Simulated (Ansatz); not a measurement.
Consider C2H5GeSb.

The calculation's input:

```
crystal:
  periodic: [false, false, false]
  atoms:
    - { symbol: C, position_ang: [2.3275, -0.6744, -1.271] }
    - { symbol: C, position_ang: [1.3224, -0.0751, -0.8003] }
    - { symbol: Ge, position_ang: [-0.2042, 0.8037, -0.0529] }
    - { symbol: Sb, position_ang: [-1.0926, -0.6732, 1.8406] }
    - { symbol: H, position_ang: [3.1179, -1.1261, -1.7249] }
    - { symbol: H, position_ang: [0.2699, 2.1802, 0.5525] }
    - { symbol: H, position_ang: [-1.2175, 1.0365, -1.1295] }
    - { symbol: H, position_ang: [-1.7871, -1.7961, 0.6587] }
    - { symbol: H, position_ang: [-2.6478, 0.2782, 1.9098] }
basis:
  gaussian: { orbitals: def2-SVP }
hamiltonian:
  xc: b3lyp
  dispersion: d4
relax:
  f_tol: 0.02
  max_steps: 50
output:
  orbitals: {}
```

Launched as:

```sh
ansatz run input.yaml --threads 2 --pin off --max-ram 3072MiB --backend cpu --events-out ev --progress --plain --runs-dir out
```

The fields are those of the relaxed geometry.

Core potentials replace the inner electrons of Sb.

All numbers below come from RKS B3LYP-D4/def2-SVP (Ansatz).

Question: What can the converged electron density and electron localisation function tell about the bonding?

Answer: C–C (1.22 Å): the density is about 2.7 e/Å³ at the midpoint; the ELF peaks at about 0.85 between the atoms (a multiple bond).
C–Ge (1.91 Å): ρ is about 0.89 e/Å³ halfway; the ELF peaks at about 0.95 in the valence shell of C, 0.7 Å from its nucleus, and is about 0.65 at the midpoint.
Ge–Sb (2.65 Å): ρ is about 0.47 e/Å³ halfway; the ELF peaks at about 0.80 between the atoms (localised, covalent bonding).
C–H (1.07 Å): the density is about 2 e/Å³ at the midpoint; the ELF climbs to about 1 towards the hydrogen, as it does in any bond to H (a covalent bond by its length).

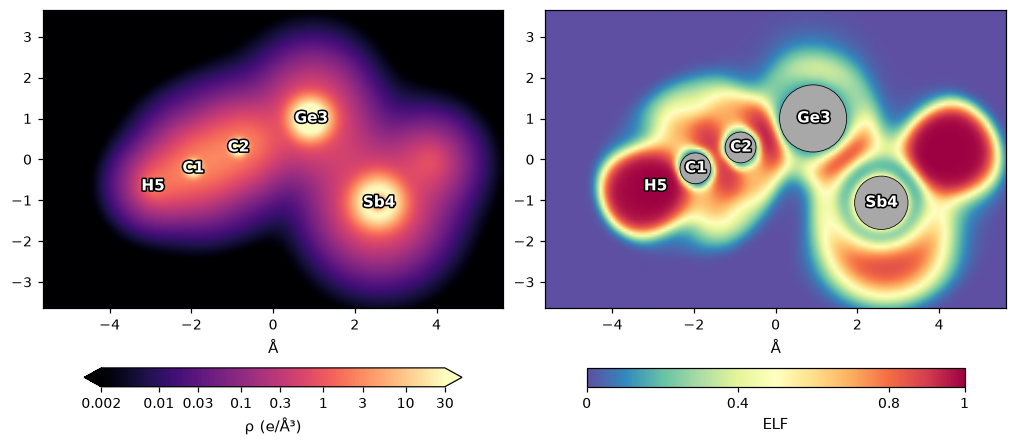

Computed electron density and electron localisation function on the plane of atoms C2, Ge3 and Sb4, in this order. Grey discs cover the atomic cores in the ELF map. 
